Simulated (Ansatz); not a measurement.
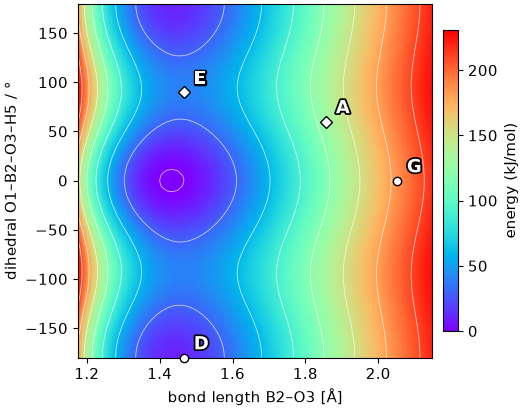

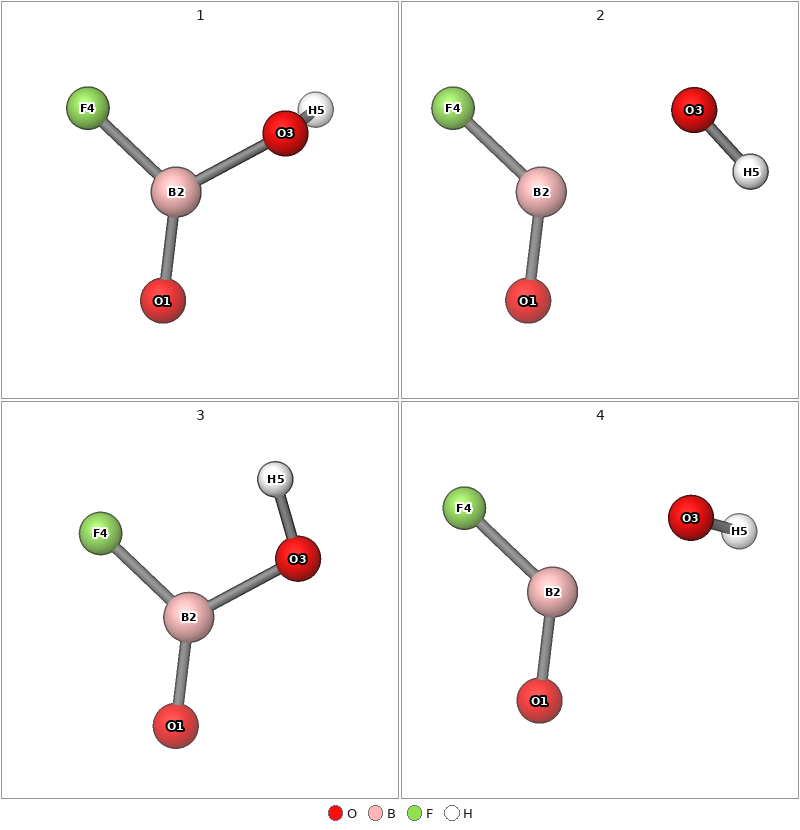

BFHO₂, SMILES [O-]B(O)F, charge −1. The first coordinate is: bond length B2–O3; the second: dihedral O1–B2–O3–H5. Nothing is relaxed (all other coordinates rigid). The grid has 11 × 12 points; 77 points were computed and 55 follow by symmetry. Points are written as (first, second). Energies are in kJ/mol, from the lowest grid point. The reference is spin-restricted, which grows unreliable where a bond is stretched far. These are results of RKS PBE0-D4/def2-TZVPD (Ansatz), not measurements.

The picture shows a smooth colour map with a few white contour lines, lettered points. Between grid points the surface is interpolated. The numbered pictures are the structures at these points, in random order.

Q: Which structure belongs to which point?

A: A is structure 4: (1.857 Å, 60°), 129 kJ/mol; D is structure 3: (1.467 Å, −180°), 11 kJ/mol; E is structure 1: (1.467 Å, 90°), 40 kJ/mol; G is structure 2: (2.052 Å, 0°), 186 kJ/mol.
